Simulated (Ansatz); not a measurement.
Given this structure, coordinates from a relaxation at fixed volume with Ansatz 0.2.0, DFT HSE06, scalar-relativistic, plane waves, PAW, written in its standard cell:

```yaml
crystal:
  lattice:
    - [5.82892, 0.00000, 0.00000]
    - [0.00000, 5.82892, 0.00000]
    - [0.00000, 0.00000, 3.31225]
  atoms:
    - { symbol: Sn, position: [0.00000, 0.50000, 0.25000] }
    - { symbol: Sn, position: [0.00000, 0.00000, 0.00000] }
    - { symbol: Sn, position: [0.50000, 0.00000, 0.75000] }
    - { symbol: Sn, position: [0.50000, 0.50000, 0.50000] }
```

Predict the [102] zone-axis pattern (200 kV, kinematic, B = 0.5 Å²).

The spots form a centred rectangular net whose two shortest vectors correspond to d = 2.91 Å and 2.05 Å, 69.4° apart. They are 0 2 0 and 2 1 -1. The pattern has symmetry 2mm. The lattice centring (I) removes all reflections that break h + k + l = 2n; a glide plane extinguishes reflections such as 4 -4 -2, 4 4 -2; reflections such as 4 0 -2, 4 -2 -2, 4 2 -2 are allowed by the space group but vanish because the atoms sit on special positions.

Strongest reflections with d > 0.80 Å, one of each family (|F|² from tabulated Gaussian fits of the electron scattering factors, times a small damping for the curvature of the Ewald sphere):

| hkl | d (Å) | I (strongest = 100) |
| --- | --- | --- |
| 0 2 0 | 2.914 | 100 |
| 2 1 -1 | 2.048 | 28 |
| 0 4 0 | 1.457 | 27 |
| 2 3 -1 | 1.453 | 13 |
| 0 6 0 | 0.971 | 9 |
| 2 5 -1 | 1.029 | 5 |

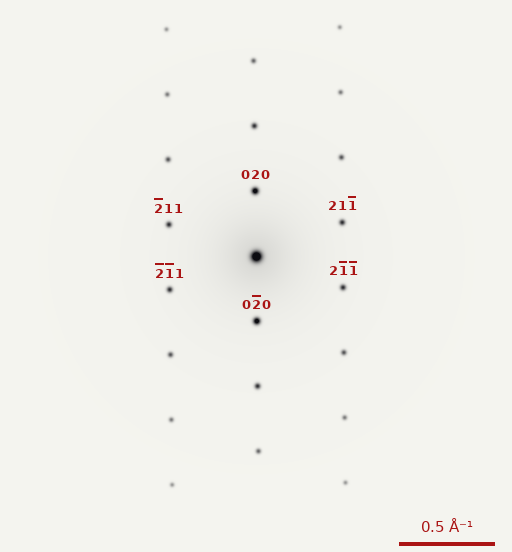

Calculated pattern, seen from the source side with [102] pointing towards the source.
